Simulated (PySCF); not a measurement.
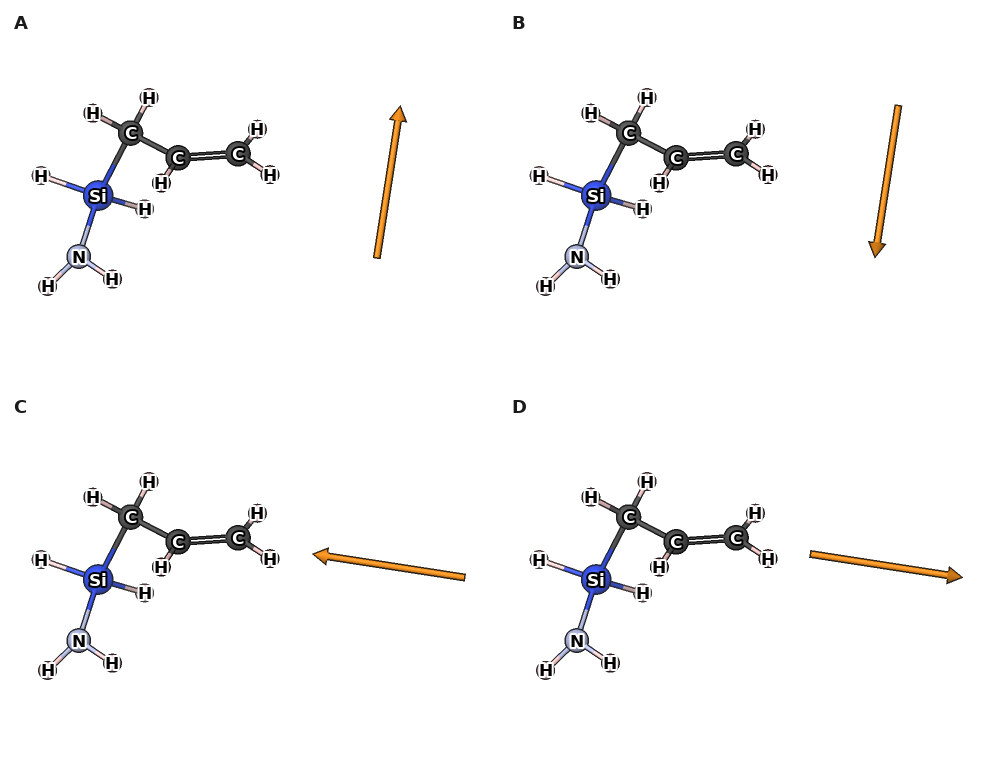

The same molecule four times, each with an arrow. Computed geometry: PBE0-D3(BJ)/def2-SVP optimisation. No frequency run is at hand to confirm it as a minimum. Method: mPW1PW91/pcSseg-1, gas phase (PySCF 2.14.0).

Which arrow points along the dipole moment, from the negative to the positive end?

Answer. B. The dipole moment is 1.00 D.
